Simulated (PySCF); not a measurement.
EPR calculation of CH6NSi4

System: CH6NSi4, multiplicity 2.
Method: UKS B3LYP, pcH-1 on C H N Si, non-relativistic, mean-field spin-orbit, GIAO (PySCF 2.14.0).

It belongs to a series of runs on one base structure; here: H removed from Si.

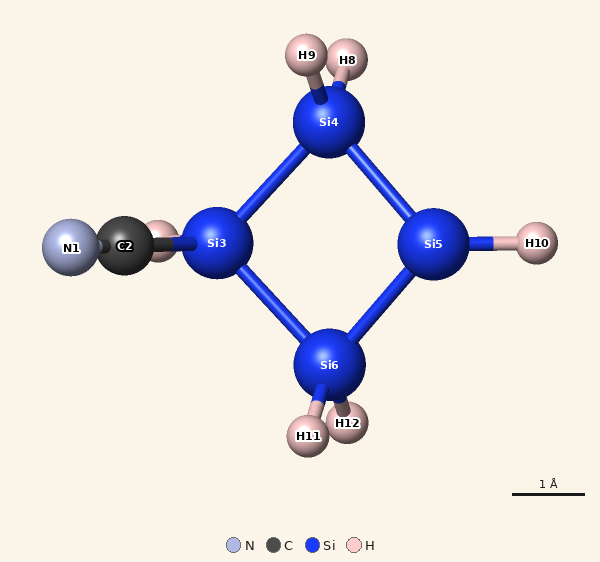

**Figure 1.** The structure as given in the input (ball-and-stick view, seen at a tilt; atoms are numbered from 1 in the order of the input).

Summary

- outcome: converged
- total energy: −1254.434165 hartree
- ⟨S²⟩: 0.753
- isotropic g: 2.0051
- hardware: 1 CPU thread, shared host
- wall time: 65 s
- peak memory: 0.92 GiB

Input
```
{"job": {"kind": "epr", "basis": "pcH-1"}, "charge": 0, "multiplicity": 2}
N      0.623327    -3.145749     1.472973
C      0.477044    -2.353976     0.654054
Si     0.223409    -0.998105    -0.589228
Si    -1.774161     0.167156    -0.131043
Si    -0.414966     1.908524     0.636713
Si     1.563255     0.865235    -0.048937
H      0.409666    -1.735774    -1.846628
H     -2.644678     0.308699    -1.312028
H     -2.673332    -0.405260     0.879610
H     -0.714965     3.340135     0.446205
H      2.571595     0.699844     1.006415
H      2.355003     1.348587    -1.194134
```

The first line tells a small driver script what to run in PySCF; the rest is the geometry in Å.

Launch command:
```bash
OMP_NUM_THREADS=1 python <driver script> task.json out
```

What the program printed
```
UKS, coarse grid
  cycle   1  E = -1254.38718674  |g| = 3.23e-01
  cycle   2  E = -1254.25066510  |g| = 6.18e-01
  cycle   3  E = -1254.42600821  |g| = 1.37e-01
  cycle   4  E = -1254.43348449  |g| = 3.21e-02
  cycle   5  E = -1254.43407155  |g| = 6.64e-03
  cycle   6  E = -1254.43410379  |g| = 1.92e-03
  cycle   7  E = -1254.43410707  |g| = 6.88e-04
UKS, final grid
  cycle   1  E = -1254.43416487  |g| = 6.39e-04
  cycle   2  E = -1254.43416480  |g| = 7.57e-04
  cycle   3  E = -1254.43416514  |g| = 2.58e-04
  cycle   4  E = -1254.43416517  |g| = 4.86e-05
  cycle   5  E = -1254.43416517  |g| = 2.70e-05
E = -1254.43416517 Eh   <S^2> = 0.7534 (exact 0.7500)
g shifts (ppm)      1          2          3
  rmc          -117       -117       -117
  gc             -5         34         34
  oz_so         629       3425       4549
  total         507       3342       4466
hyperfine (MHz)  atom isotope    a_iso     a_fc   dipolar eigenvalues
    0   14N       0.10       0.11     -0.34     -0.13      0.47
    1   13C      10.00      10.00     -0.57     -0.55      1.11
    2  29Si     -14.15     -14.14     -2.17      0.89      1.28
    3  29Si       5.46       5.47     -4.73      0.99      3.75
    4  29Si    -277.80    -278.72   -168.23     83.45     84.77
    5  29Si       5.12       5.14     -4.77      0.99      3.78
    6    1H      -4.54      -4.54     -0.76     -0.67      1.43
    7    1H      53.29      53.28     -2.07     -0.51      2.58
    8    1H      27.78      27.78     -2.25     -1.14      3.38
    9    1H     -11.86     -11.89     -9.89      2.33      7.55
   10    1H      27.31      27.31     -2.25     -1.14      3.38
   11    1H      53.66      53.66     -2.07     -0.51      2.58
```

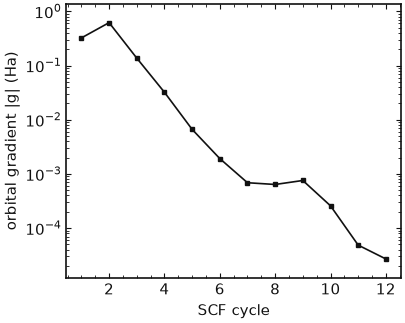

**Figure 2.** Convergence of the self-consistent field: orbital gradient |g| against the SCF cycle. All cycles printed in the log are drawn one after another.

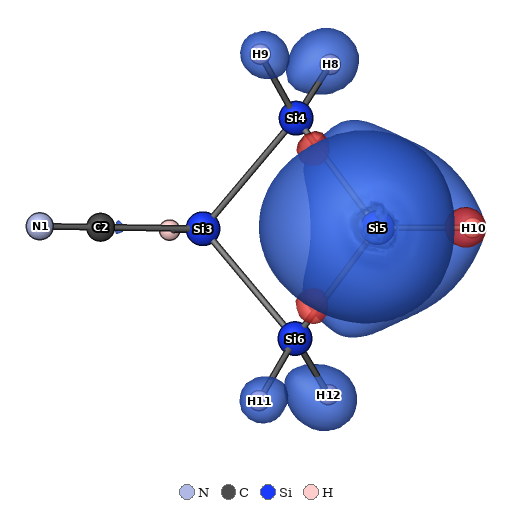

**Figure 3.** Isosurfaces of the spin density (α minus β) at +0.01 (blue) and −0.01 e/Å³ (red), seen at a tilt. The unpaired spin (1 electron) lies mostly on Si5 (about 0.7), Si4 (about 0.1) and Si6 (about 0.1), in electrons by Hirshfeld's partition.

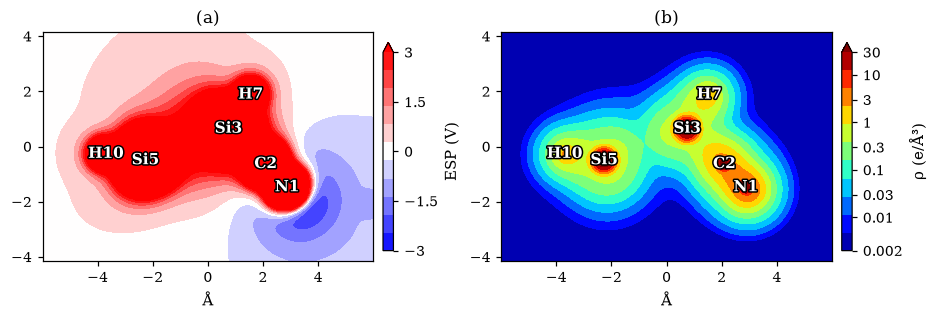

**Figure 4.** (a) molecular electrostatic potential; (b) total electron density on the plane of atoms C2, Si3 and H7. The section cuts through N, C, Si and H sites. C–N (1.15 Å): ρ at the midpoint is about 3.6 e/Å³.
